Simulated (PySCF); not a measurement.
# F6Rh ([RhF6]2-): the cost of one run

Programs: PySCF 2.14.0, with routines of our own; each step states its level. All values are computed. Atoms count from 0.

## 1. The system as given

7 atoms, charge -2, states of the metal's open shell are computed; geometry from: model start, shaken.

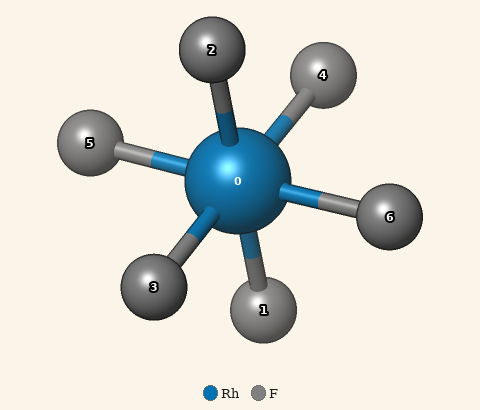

The starting geometry (rhodium blue, fluorine grey); sticks join atoms by distance alone.

## 2. Geometry optimisation at PBE0-D3(BJ)/def2-TZVP

The job: settings as JSON, then the geometry in Å.

```
{"job": {"xc": "PBE0", "basis": "def2-TZVP", "d3": "d3bj", "grid": 1, "maxiter": 45, "solvent": "water", "kind": "geom"}, "charge": -2, "metal": "Rh", "open_shell": "d5"}
Rh     0.000020     0.004480    -0.004110
F     -0.013360    -0.006820     1.885130
F      0.000900     0.020100    -1.907380
F      1.890690     0.007350     0.005350
F     -1.898420    -0.013960    -0.000440
F      0.010430     1.879840    -0.006860
F     -0.028520    -1.919340    -0.027630
```

On the command line:

```bash
OMP_NUM_THREADS=1 python lf_run.py task.json out
```

One launch serves the whole session: the jobs run in the order shown.

**Question.** How long does this first job take on 1 thread of Intel Xeon Platinum 8488C, shared host, and how much memory does it need?

About 4.2 min, with a peak of 1.4 GiB.
